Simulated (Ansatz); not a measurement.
# CH6O3Zr: inputs that go wrong

Aim: try 6 inputs for CH6O3Zr as typed, read how each ends, and find what has to change.

The runs use Ansatz 0.2.0, Gaussian basis; the settings change from run to run.

## Step 1: The geometry

An earlier PBE0-D4 in a triple-zeta def2 set relaxation fixed the geometry. Zr takes a core potential in def2 sets; no spin-orbit term is included.

SMILES `[CH3][Zr]([OH])([OH])[OH]`, 11 atoms, charge 0, spin multiplicity 1.

Atoms are counted from 1 here; the program's logs count them from 0.

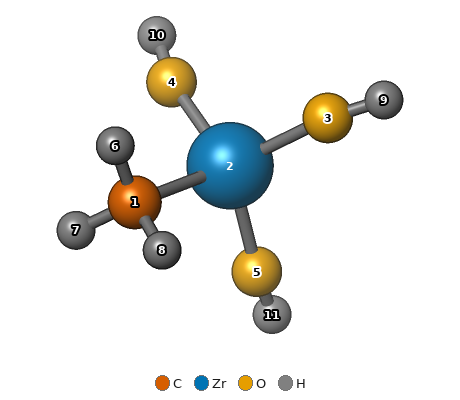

The geometry (carbon orange, zirconium blue, oxygen amber, hydrogen grey); atoms are numbered from 1 in the order of the file.

## Step 2: Try 1

Input file in.yaml:

```yaml
crystal:
  periodic: [false, false, false]
  atoms:
    - {symbol: C, position_ang: [-1.457230, 0.666837, 0.377142]}
    - {symbol: Zr, position_ang: [0.440456, -0.201516, -0.113988]}
    - {symbol: O, position_ang: [1.208201, -0.659343, 1.503432]}
    - {symbol: O, position_ang: [1.371195, 1.119174, -1.011008]}
    - {symbol: O, position_ang: [0.054922, -1.665157, -1.174256]}
    - {symbol: H, position_ang: [-1.339910, 1.515860, 0.987031]}
    - {symbol: H, position_ang: [-1.974580, 0.963825, -0.489303]}
    - {symbol: H, position_ang: [-2.065573, -0.017766, 0.894661]}
    - {symbol: H, position_ang: [1.684304, -1.049655, 2.178564]}
    - {symbol: H, position_ang: [2.011710, 1.667920, -1.362347]}
    - {symbol: H, position_ang: [0.066514, -2.340169, -1.789918]}
basis:
  gaussian: {orbitals: def2-mTZVPP, fitting: {mean_field: cc-pVTZ-jkfit}}
total_charge: 1
magnetization: {spin_polarized: true, initial_magnetization: 1}
hamiltonian: {xc: {name: wB97}}
accuracy: high
```

The run is started by

```bash
$ ansatz run in.yaml --threads 4 --pin off --events-out ev --progress --plain --max-ram 10444MiB
```

Standard output:

```text
Functional definition: wB97
  name "wB97"
  cite "Chai & Head-Gordon, J. Chem. Phys. 128, 084106 (2008) doi:10.1063/1.2834918"
  cite "Becke, J. Chem. Phys. 107, 8554 (1997) doi:10.1063/1.475007"
  parameter omega = 0.4/bohr
  parameter cx1 = 1.13116
  parameter cx2 = -2.74915
  parameter cx3 = 12.0900
  parameter cx4 = -5.71642
  parameter css1 = -2.55352
  parameter css2 = 11.8926
  parameter css3 = -26.9452
  parameter css4 = 17.0927
  parameter cos1 = 3.99051
  parameter cos2 = -17.0066
  parameter cos3 = 1.07292
  parameter cos4 = 8.88211
  # The coefficients of nought are those of the uniform gas.
  exchange = spin_sum(e_x_unif_sr(omega)*poly(b97_u_x, 1, cx1, cx2, cx3, cx4)) + exact_x_lr(omega)
  correlation = spin_sum(e_c_pw_same_spin*poly(b97_u_same, 1, css1, css2, css3, css4))
      + integral(e_c_pw_opposite_spin*poly(b97_u_opposite, 1, cos1, cos2, cos3, cos4))
Error: <dir> the basis set cc-pVTZ-JKFIT has no functions for Zr
```

Run time: 0.1 s. Hardware: 4 threads of Arm Neoverse V1, shared host.

Diagnosis: The program refused the input. The fitting set named has no entry for an element of this molecule. Cure: leave the fitting key out, or name a set that covers all elements and suits the basis. The input also asks for charge 1 and multiplicity 2, not those of the species named; set them back first. Its coordinates are also moved off the relaxed structure.

## Step 3: Try 2

Input file in.yaml:

```yaml
crystal:
  periodic: [false, false, false]
  atoms:
    - {symbol: C, position_ang: [-1.517948, 0.694621, 0.392857]}
    - {symbol: Zr, position_ang: [0.458808, -0.209913, -0.118738]}
    - {symbol: O, position_ang: [1.258543, -0.686816, 1.566075]}
    - {symbol: O, position_ang: [1.428328, 1.165806, -1.053133]}
    - {symbol: O, position_ang: [0.057210, -1.734539, -1.223183]}
    - {symbol: H, position_ang: [-1.395740, 1.579021, 1.028157]}
    - {symbol: H, position_ang: [-2.056854, 1.003984, -0.509691]}
    - {symbol: H, position_ang: [-2.151638, -0.018506, 0.931938]}
    - {symbol: H, position_ang: [1.754484, -1.093390, 2.269338]}
    - {symbol: H, position_ang: [2.095532, 1.737417, -1.419112]}
    - {symbol: H, position_ang: [0.069286, -2.437676, -1.864498]}
basis:
  gaussian: {orbitals: def2-mTZVP, fitting: {mean_field: cc-pVTZ-jkfit}}
hamiltonian: {xc: {name: PBE-QIDH}}
scf: {lower_state_search: full}
```

The command is unchanged.

Standard output:

```text
Functional definition: PBE-QIDH
  name "PBE-QIDH"
  cite "Brémond, Sancho-García, Pérez-Jiménez & Adamo, J. Chem. Phys. 141, 031101 (2014) doi:10.1063/1.4890314"
  cite "Perdew, Burke & Ernzerhof, Phys. Rev. Lett. 77, 3865 (1996) doi:10.1103/PhysRevLett.77.3865"
  parameter a = 3^(-1/3)
  parameter c = 1/3
  exchange = (1 - a)*pbe_x + a*exact_x
  correlation = (1 - c)*pbe_c + c*(mp2_os + mp2_ss)
Error: <dir> the basis set cc-pVTZ-JKFIT has no functions for Zr
```

Wall time 0.1 s (4 threads of Arm Neoverse V1, shared host).

**Diagnosis.** The program refused the input. The fitting set named has no entry for an element of this molecule. Cure: leave the fitting key out, or name a set that covers all elements and suits the basis.

## Step 4: Try 3

Input file in.yaml:

```yaml
crystal:
  periodic: [false, false, false]
  atoms:
    - {symbol: C, position_ang: [-1.517948, 0.694621, 0.392857]}
    - {symbol: Zr, position_ang: [0.458808, -0.209913, -0.118738]}
    - {symbol: O, position_ang: [1.258543, -0.686816, 1.566075]}
    - {symbol: O, position_ang: [1.428328, 1.165806, -1.053133]}
    - {symbol: O, position_ang: [0.057210, -1.734539, -1.223183]}
    - {symbol: H, position_ang: [-1.395740, 1.579021, 1.028157]}
    - {symbol: H, position_ang: [-2.056854, 1.003984, -0.509691]}
    - {symbol: H, position_ang: [-2.151638, -0.018506, 0.931938]}
    - {symbol: H, position_ang: [1.754484, -1.093390, 2.269338]}
    - {symbol: H, position_ang: [2.095532, 1.737417, -1.419112]}
    - {symbol: H, position_ang: [0.069286, -2.437676, -1.864498]}
basis:
  gaussian: {orbitals: cc-pVTZ-DK, fitting: {mean_field: cc-pVTZ-jkfit}, final_grid: {core_spheres: 8, valence_spheres: 7, degree: 23}, nuclear_model: gaussian}
hamiltonian: {xc: {name: HSE06}}
accuracy: high
scf: {lower_state_search: light}
```

Same command.

Standard output:

```text
Functional definition: HSE06
  name "HSE06"
  cite "Heyd, Scuseria & Ernzerhof, J. Chem. Phys. 118, 8207 (2003) doi:10.1063/1.1564060"
  cite "Krukau, Vydrov, Izmaylov & Scuseria, J. Chem. Phys. 125, 224106 (2006) doi:10.1063/1.2404663"
  cite "Heyd & Scuseria, J. Chem. Phys. 120, 7274 (2004) doi:10.1063/1.1668634"
  cite "Ernzerhof & Perdew, J. Chem. Phys. 109, 3313 (1998) doi:10.1063/1.476928"
  cite "Perdew, Burke & Ernzerhof, Phys. Rev. Lett. 77, 3865 (1996) doi:10.1103/PhysRevLett.77.3865"
  parent pbe
  parameter a = 0.25
  parameter omega = 0.11/bohr
  # The whole range is PBE's own exchange, as in plane waves. The composition of these papers is wPBEh.
  exchange = pbe_x - a*pbe_x_sr(omega) + a*exact_x_sr(omega)
  correlation = pbe_c
Error: <dir> the basis set cc-pVTZ-JKFIT has no functions for Zr
```

Run time: 0.15 s. Hardware: 4 threads of Arm Neoverse V1, shared host.

Diagnosis: The program refused the input. The fitting set named has no entry for an element of this molecule. Cure: leave the fitting key out, or name a set that covers all elements and suits the basis.

## Step 5: Try 4

Input file in.yaml:

```yaml
crystal:
  periodic: [false, false, false]
  atoms:
    - {symbol: C, position_ang: [-1.517948, 0.694621, 0.392857]}
    - {symbol: Zr, position_ang: [0.458808, -0.209913, -0.118738]}
    - {symbol: O, position_ang: [1.258543, -0.686816, 1.566075]}
    - {symbol: O, position_ang: [1.428328, 1.165806, -1.053133]}
    - {symbol: O, position_ang: [0.057210, -1.734539, -1.223183]}
    - {symbol: H, position_ang: [-1.395740, 1.579021, 1.028157]}
    - {symbol: H, position_ang: [-2.056854, 1.003984, -0.509691]}
    - {symbol: H, position_ang: [-2.151638, -0.018506, 0.931938]}
    - {symbol: H, position_ang: [1.754484, -1.093390, 2.269338]}
    - {symbol: H, position_ang: [2.095532, 1.737417, -1.419112]}
    - {symbol: H, position_ang: [0.069286, -2.437676, -1.864498]}
basis:
  gaussian: {orbitals: cc-pVTZ-rifit}
magnetization: {spin_polarized: true, initial_magnetization: 2}
hamiltonian: {xc: {name: B97M-V}}
```

Same command.

Standard output:

```text
Functional definition: B97M-V
  name "B97M-V"
  cite "Mardirossian & Head-Gordon, J. Chem. Phys. 142, 074111 (2015) doi:10.1063/1.4907719"
  cite "Becke, J. Chem. Phys. 107, 8554 (1997) doi:10.1063/1.475007"
  cite "Vydrov & Van Voorhis, J. Chem. Phys. 133, 244103 (2010) doi:10.1063/1.3521275"
  # Of w^i u^j: cxij and so on, Table III.
  parameter cx00 = 1.000
  parameter cx01 = 1.308
  parameter cx02 = 1.901
  parameter cx10 = 0.416
  parameter cx11 = 3.070
  parameter css00 = 1.000
  parameter css02 = -1.855
  parameter css10 = -5.668
  parameter css32 = -20.497
  parameter css42 = -20.364
  parameter cos00 = 1.000
  parameter cos01 = 1.573
  parameter cos03 = -6.298
  parameter cos10 = 2.535
  parameter cos32 = -6.427
  parameter b = 6.0
  parameter c = 0.01
  gx(w, u) = cx00 + cx01*u + cx02*u^2 + (cx10 + cx11*u)*w
  gss(w, u) = css00 + css02*u^2 + css10*w + (css32*w^3 + css42*w^4)*u^2
  gos(w, u) = cos00 + cos01*u + cos03*u^3 + cos10*w + cos32*w^3*u^2
  exchange = spin_sum(e_x_unif_s*gx(b97_w, b97_u_x))
  correlation = spin_sum(e_c_pw_mod_same_spin*gss(b97_w, b97_u_same))
      + integral(e_c_pw_mod_opposite_spin*gos(b97_w_opposite, b97_u_opposite)) + vv10(b, c)
Error: <dir> the basis set cc-pVTZ-RIFIT has no functions for Zr
```

Wall time 0.1 s (4 threads of Arm Neoverse V1, shared host).

**Diagnosis.** Refused before any calculation. The basis set is misnamed or doesn't suit the job. It also asks for charge 0 and multiplicity 3, another species or state than the molecule above. Cure: name an orbital basis set that the library holds for every element here, and set charge and spin to those of the species named.

## Step 6: Try 5

Input file in.yaml:

```yaml
crystal:
  periodic: [false, false, false]
  atoms:
    - {symbol: C, position_ang: [-1.517948, 0.694621, 0.392857]}
    - {symbol: Zr, position_ang: [0.458808, -0.209913, -0.118738]}
    - {symbol: O, position_ang: [1.258543, -0.686816, 1.566075]}
    - {symbol: O, position_ang: [1.428328, 1.165806, -1.053133]}
    - {symbol: O, position_ang: [0.057210, -1.734539, -1.223183]}
    - {symbol: H, position_ang: [-1.395740, 1.579021, 1.028157]}
    - {symbol: H, position_ang: [-2.056854, 1.003984, -0.509691]}
    - {symbol: H, position_ang: [-2.151638, -0.018506, 0.931938]}
    - {symbol: H, position_ang: [1.754484, -1.093390, 2.269338]}
    - {symbol: H, position_ang: [2.095532, 1.737417, -1.419112]}
    - {symbol: H, position_ang: [0.069286, -2.437676, -1.864498]}
basis:
  gaussian: {orbitals: ANO-RCC-VTZP}
hamiltonian: {xc: {name: PBE1PBE}}
correlation: {electrons: outside_noble_gas}
```

Same command.

Standard output:

```text
Error: YAML parse error: error: line 17 column 19: hamiltonian.xc: no functional is named "PBE1PBE"; the names, which are not case-sensitive, are SVWN5, SPW92, PBE, PBE0, PBEsol, revPBE, revPBE0, RPBE, rPW86-PBE, HSE06, wPBEh, LC-wPBE, HISS, HF, BLYP, B3LYP, B3LYP5, BHLYP, CAM-B3LYP, r2SCAN, r2SCANh, r2SCAN0, r2SCAN50, m-r2SCAN, B97, wB97, wB97X, wB97X-V, B97M-V, wB97M-V, B2PLYP, B2GP-PLYP, PBE0-DH, PBE-QIDH
  --> <input>:17:19
   |
15 | basis:
16 |   gaussian: {orbitals: ANO-RCC-VTZP}
17 | hamiltonian: {xc: {name: PBE1PBE}}
   |                   ^ hamiltonian.xc: no functional is named "PBE1PBE"; the names, which are not case-sensitive, are SVWN5, SPW92, PBE, PBE0, PBEsol, revPBE, revPBE0, RPBE, rPW86-PBE, HSE06, wPBEh, LC-wPBE, HISS, HF, BLYP, B3LYP, B3LYP5, BHLYP, CAM-B3LYP, r2SCAN, r2SCANh, r2SCAN0, r2SCAN50, m-r2SCAN, B97, wB97, wB97X, wB97X-V, B97M-V, wB97M-V, B2PLYP, B2GP-PLYP, PBE0-DH, PBE-QIDH
18 | correlation: {electrons: outside_noble_gas}
   |
```

Run time: 0.05 s. Hardware: 4 threads of Arm Neoverse V1, shared host.

What is wrong: The program refused the input. The method's name isn't one that the program takes here. To mend it, name a functional that the program knows.

## Step 7: Try 6

Input file in.yaml:

```yaml
crystal:
  periodic: [false, false, false]
  atoms:
    - {symbol: C, position_ang: [-3.339485, 1.528167, 0.864284]}
    - {symbol: Zr, position_ang: [1.009378, -0.461808, -0.261223]}
    - {symbol: O, position_ang: [2.768794, -1.510995, 3.445365]}
    - {symbol: O, position_ang: [3.142321, 2.564773, -2.316893]}
    - {symbol: O, position_ang: [0.125862, -3.815985, -2.691003]}
    - {symbol: H, position_ang: [-3.070628, 3.473846, 2.261946]}
    - {symbol: H, position_ang: [-4.525079, 2.208765, -1.121320]}
    - {symbol: H, position_ang: [-4.733604, -0.040713, 2.050264]}
    - {symbol: H, position_ang: [3.859864, -2.405459, 4.992543]}
    - {symbol: H, position_ang: [4.610170, 3.822317, -3.122046]}
    - {symbol: H, position_ang: [0.152429, -5.362887, -4.101896]}
basis:
  gaussian: {orbitals: def2-TZVPD}
hamiltonian: {xc: {name: B97}}
```

Same command.

Standard output:

```text
Functional definition: B97
  name "B97"
  cite "Becke, J. Chem. Phys. 107, 8554 (1997) doi:10.1063/1.475007"
  parameter cx = 0.1943
  parameter cx0 = 0.8094
  parameter cx1 = 0.5073
  parameter cx2 = 0.7481
  parameter css0 = 0.1737
  parameter css1 = 2.3487
  parameter css2 = -2.4868
  parameter cos0 = 0.9454
  parameter cos1 = 0.7471
  parameter cos2 = -4.5961
  exchange = spin_sum(e_x_unif_s*poly(b97_u_x, cx0, cx1, cx2)) + cx*exact_x
  correlation = spin_sum(e_c_pw_same_spin*poly(b97_u_same, css0, css1, css2))
      + integral(e_c_pw_opposite_spin*poly(b97_u_opposite, cos0, cos1, cos2))
1387 factors; their error is unknown
mean field evaluation 1: about -8432.0712 eV, gradient 1.5e2 eV
mean field evaluation 2: about -6825.6614 eV, gradient 4.6e2 eV
mean field evaluation 4: about -8465.7972 eV, gradient 1.1e2 eV
mean field evaluation 8: about -8465.7980 eV, gradient 1.1e2 eV
mean field evaluation 16: about -8510.4554 eV, gradient 4.1e0 eV
mean field evaluation 32: about -8510.5715 eV, gradient 5.6e-2 eV
Error: SIGTERM received: run cancelled behind 49 evaluations of the mean field
```

Wall time 91 s (4 threads of Arm Neoverse V1, shared host).

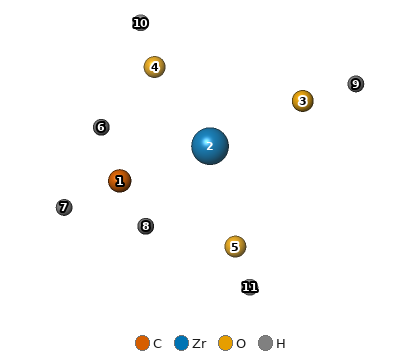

The geometry of this input.

Diagnosis: The run hit its time limit. The geometry is stretched to more than twice its size. The shortest distance is 2.09 Å (O5–H11), against 0.95 Å in the relaxed molecule. Cure: use the relaxed coordinates.

## Step 8: How the tries ended

| try | level | ended | cause | time |
| --- | --- | --- | --- | --- |
| 1 | wB97/def2-mTZVPP | refused | the fitting set named has no entry for an element of this molecule | 0.1 s |
| 2 | PBE-QIDH/def2-mTZVP | refused | the fitting set named has no entry for an element of this molecule | 0.1 s |
| 3 | HSE06/cc-pVTZ-DK | refused | the fitting set named has no entry for an element of this molecule | 0.15 s |
| 4 | B97M-V/cc-pVTZ-rifit | refused | the basis set is misnamed or doesn't suit the job | 0.1 s |
| 5 | PBE1PBE/ANO-RCC-VTZP | refused | the method's name isn't one that the program takes here | 0.05 s |
| 6 | B97/def2-TZVPD | timeout | the geometry is stretched to more than twice its size | 91 s |

In words: 5 refused, 1 timeout. A refusal costs next to no computing time.
